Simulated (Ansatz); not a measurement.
**ClFH₃Si (charge −1): density, localisation and related maps**

```xyz
6

F     0.1910   -0.4660   -1.5783
Si   -0.0056    0.1485   -0.0134
Cl    0.0213   -1.9695    0.6794
H     1.2671    0.9577   -0.1450
H    -0.1812    0.4940    1.4758
H    -1.2926    0.8353   -0.4184
```

Geometry: PBE0-D4/def2-TZVP.

Theory: RKS PBE0-D4/def2-TZVPPD in Ansatz 0.2.0.

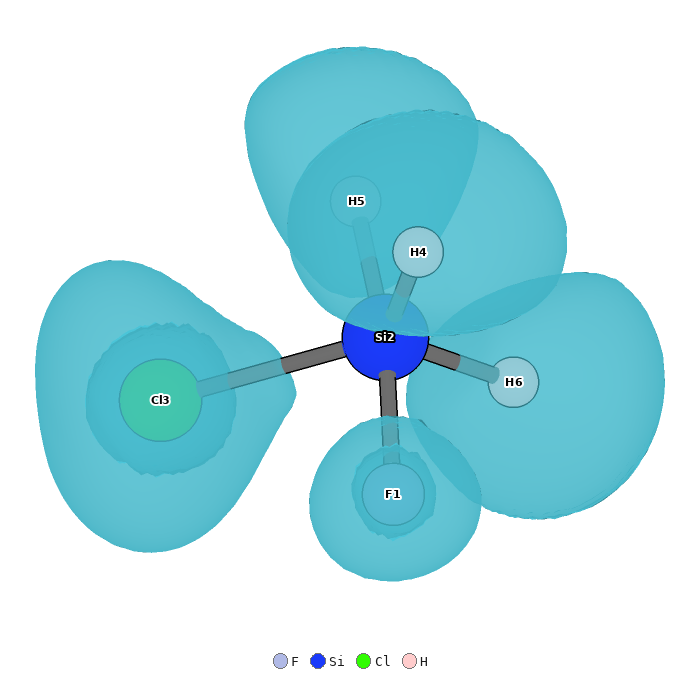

Figure 1. Isosurface of the electron localisation function at 0.75 (cyan), seen at a tilt. Only the valence region is drawn (cores and ρ < 0.01 e/Å³ removed).

Question: Identify the bonds, lone pairs and shells in this picture.

Answer: The surface consists of three regions around hydrogen nuclei, one region on Cl in which the atom's valence shell and bonds are merged and one region wrapped around F (its lone pairs, merged into a ring or cap).


Si–F (1.69 Å): the ELF peaks at about 0.85 in the valence shell of F, 0.6 Å from its nucleus, and is about 0.50 at the midpoint. Si–Cl (2.23 Å): the ELF peaks at about 0.90 between the atoms: a shared but strongly polarised pair.

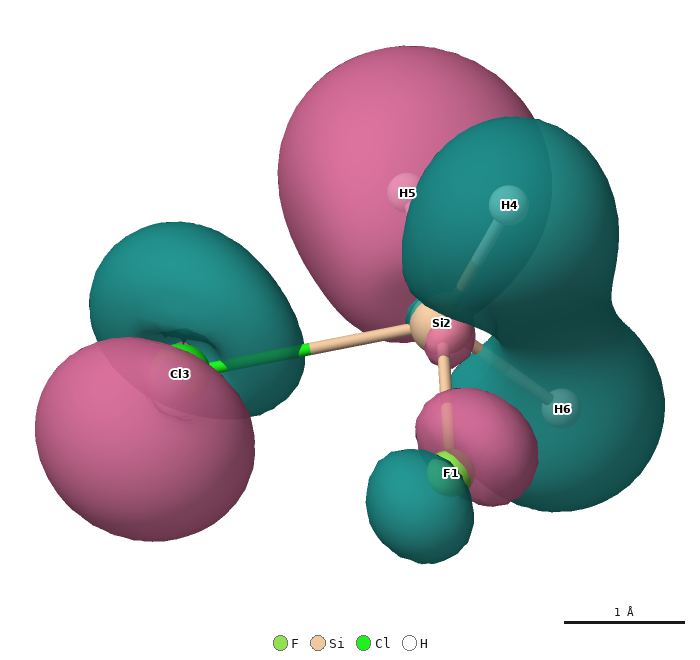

Figure 2. The HOMO at ±0.1 Å⁻³ᐟ² (teal and pink are the two phases), seen at an oblique angle.

Question: Describe this orbital and give its energy.

Answer: Its weight (Hirshfeld) is mainly on H5 (about 30 %), Si2 (about 25 %), Cl3 (about 25 %), H4 (about 10 %) and H6 (about 10 %). Its energy is −2.10 eV.

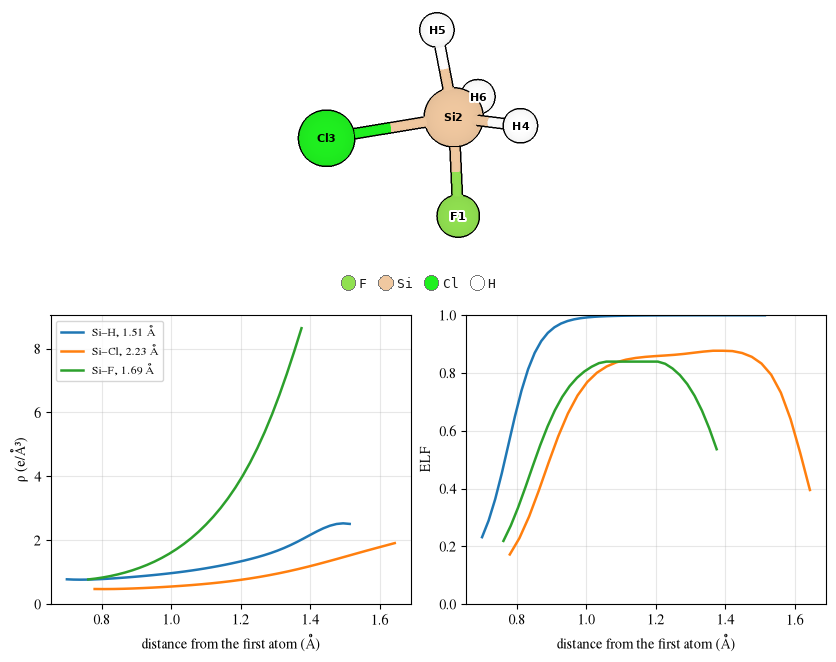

Figure 3. Electron density and electron localisation function along straight lines between neighbouring atoms. The curves leave out the atomic cores. The structure is drawn too.

Question: Compare the contacts.

Answer: Si–H (1.51 Å): the density is about 0.77 e/Å³ at the midpoint; the ELF climbs to about 1 towards the hydrogen, as it does in any bond to H.
Si–Cl (2.23 Å): ρ at the midpoint is about 0.65 e/Å³, with its minimum of 0.47 e/Å³ about 0.8 Å from Si; the ELF peaks at about 0.90 between the atoms, as expected for a polar covalent bond.
Si–F (1.69 Å): ρ at the midpoint is about 0.93 e/Å³; the ELF peaks at about 0.85 in the valence shell of F, 0.6 Å from its nucleus, and is about 0.50 at the midpoint.
